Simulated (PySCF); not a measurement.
```
atom    x (Å)    y (Å)    z (Å)
   O   1.8715   0.3533   1.2500
   C   2.6821   0.1768   0.3782
   O   2.4902   0.0722  -0.9086
   C   1.1464   0.1279  -1.4253
   C   0.3101  -1.0892  -1.3843
   C  -0.0120  -0.1558  -0.5228
  Si  -0.7680   0.5474   1.0317
   C  -2.6487   0.5826   0.6327
  Cl  -2.9031   1.5653  -0.8368
   H   3.7631   0.0782   0.5891
   H   1.1198   0.8544  -2.2273
   H   0.1800  -2.0553  -1.8047
   H  -0.3458   1.9303   1.2150
   H  -0.5866  -0.3596   2.1615
   H  -3.2385   1.0460   1.4190
   H  -3.0679  -0.3980   0.4211
```

Geometry: GFN2-xTB.

These are results of PBE0/pcSseg-1, SCF density, gas phase, non-relativistic (PySCF), not measurements.

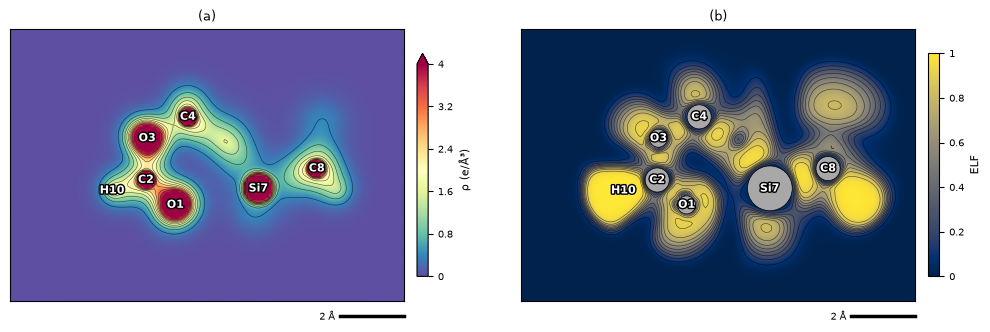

C5H7ClO2Si (SMILES O=CO[C@H]1C=C1[SiH2]CCl). (a) electron density; (b) electron localisation function on the plane of atoms C2, O3 and C4. Grey discs cover the atomic cores in the ELF map.

> Interpret the plot.

The section cuts through O, C, Si and H sites.
C–O (1.20 Å): ρ is about 3.3 e/Å³ halfway; the ELF peaks at about 0.85 between the atoms (a short, multiple covalent bond).
C–O (1.31 Å): ρ is about 2.6 e/Å³ halfway; the ELF peaks at about 0.90 between the atoms (a polar covalent bond).
The ELF also peaks beside O1, O3 and Cl9, away from the bonds: lone-pair regions.
